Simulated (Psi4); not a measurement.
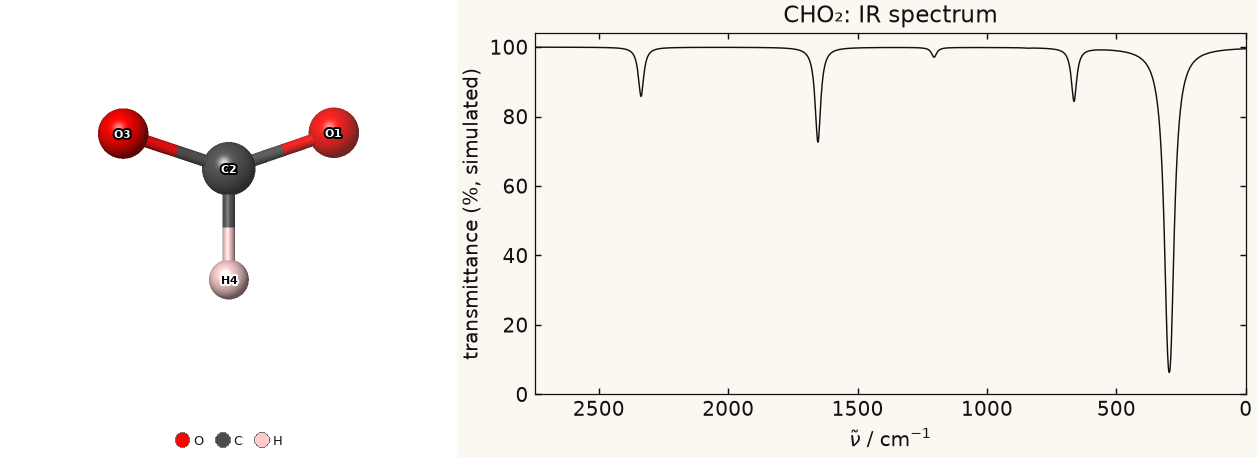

Infrared spectrum of CHO₂, SMILES [O]C=O, doublet. Unscaled harmonic wavenumbers and double-harmonic intensities, B3LYP/aug-cc-pVDZ in Psi4, at a geometry relaxed at this level, isolated molecule. Lorentzian lines of 24 cm⁻¹ full width. Close modes add up in the curve.

### Which lines are the most intense?

295.8 cm⁻¹ (479.7 km/mol), 1653.4 cm⁻¹ (55.5 km/mol) and 663.8 cm⁻¹ (29.0 km/mol).

### List the modes.

| cm⁻¹ | km/mol |
| --- | --- |
| 295.8 | 479.7 |
| 663.8 | 29.0 |
| 840.8 | 0.2 |
| 1204.6 | 5.0 |
| 1653.4 | 55.5 |
| 2337.0 | 26.5 |

Known limits of this run: double-zeta basis.
